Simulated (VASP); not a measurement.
Band structure of KCl (rock salt). Calculation: PBE GGA, VASP's PBE PAW potentials (set 64) (plane waves; VASP).

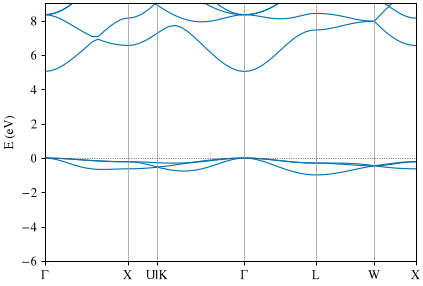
Figure. Bands along high-symmetry lines, zero at the valence-band maximum or, without a gap, the Fermi level

Read the plot: is there a gap, and where are the band edges?

The gap is direct, 5.04 eV, from the valence maximum at Γ to the conduction minimum at Γ. (Edges off the drawn lines would not show.)

Measured: gap 8.50 eV (computed value off by -3.46 eV), as given by David Koller et al., Journal of Physics Condensed Matter (2013), arXiv:1304.4470.

The compound is KCl in the rock salt structure. It was relaxed first.
